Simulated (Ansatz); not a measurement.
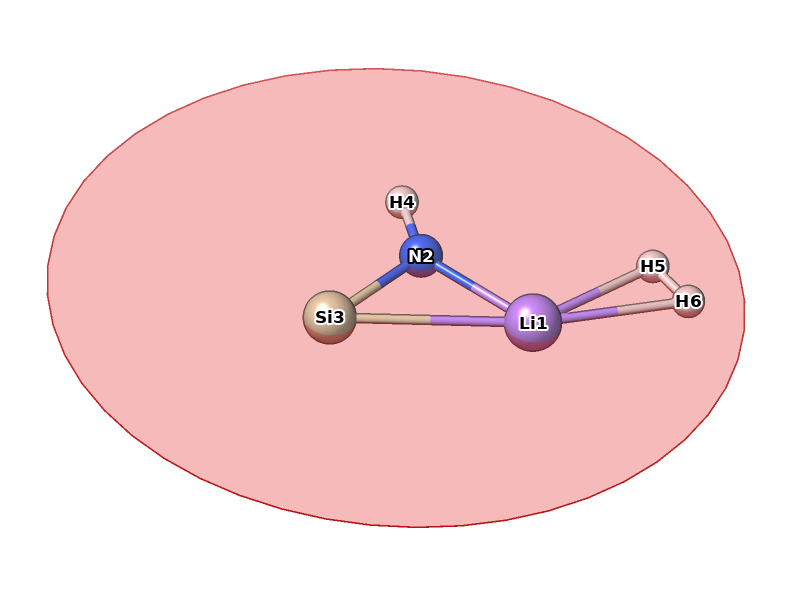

A disc through the centre of mass is drawn in. Depth is shown by fading: the farther an atom, the more it takes the colour of the background. The species is neutral and a spin doublet. The geometry was computed by an optimisation with PBE-D4/def2-SVP. No frequency run is at hand to confirm it as a minimum.

Question: Is the plane of the disc a mirror plane of the structure?

Answer: Yes. The reflection leaves Li1, N2, Si3, H4, H5, H6 in place. The point group is Cs.
